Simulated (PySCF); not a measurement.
The calculation's input:

```
{"job": {"kind": "uv", "xc": "wB97X-D", "basis": "def2-SVPD", "ip": false, "nstates": 15}, "charge": 0, "multiplicity": 1}
Ga     1.242639     1.285584    -0.084723
Cl     3.356048     1.535570     0.194379
Cl     0.171126     3.121758    -0.411397
C      0.260126    -0.416425    -0.029517
C     -0.688962    -0.506890    -1.221326
C     -0.473261    -0.534159     1.305868
H      1.024170    -1.208703    -0.098768
H     -0.157263    -0.477073    -2.185156
H     -1.417924     0.319262    -1.220007
H     -1.260439    -1.450492    -1.188500
H     -1.037947    -1.481483     1.351096
H      0.213224    -0.521298     2.166926
H     -1.200897     0.282240     1.443335
```

Launched as:

```sh
OMP_NUM_THREADS=1 python probes_run.py task.json out
```

Geometry: PBE0-D3(BJ)/def2-SVP.

The calculation used wB97X-D/def2-SVPD, SCF density, gas phase (PySCF).

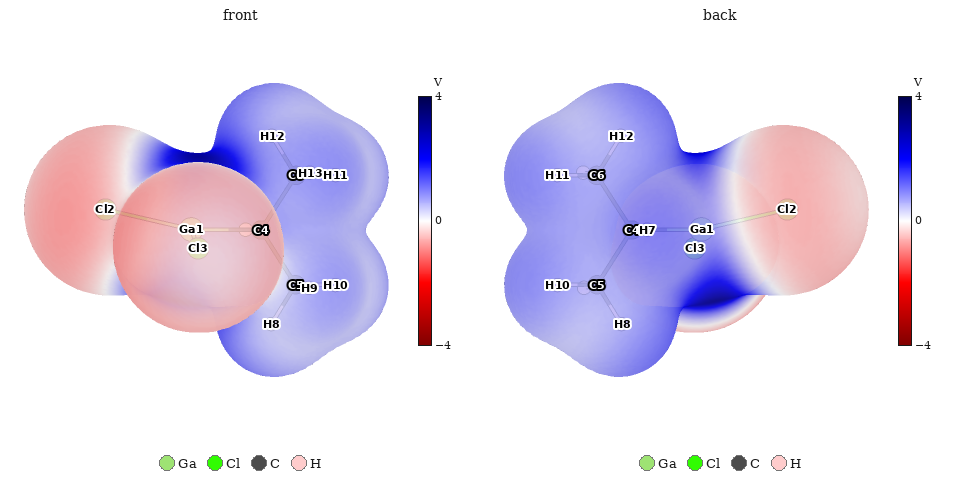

C₃H₇Cl₂Ga (GaCl2(iPr)). The molecular electrostatic potential painted on the density surface at 0.002 e/bohr³, seen from the front and from behind; red is negative and blue positive.

Q: Which sites attract a positive test charge, and which a negative one?

A: A positive charge is drawn to the negative regions and a negative charge to the positive ones. The most negative region (about −0.8 V, or −18 kcal/mol for a unit charge) lies over Cl2 and Cl3, the most positive (about +3.0 V, or +69 kcal/mol for a unit charge) over Ga1.
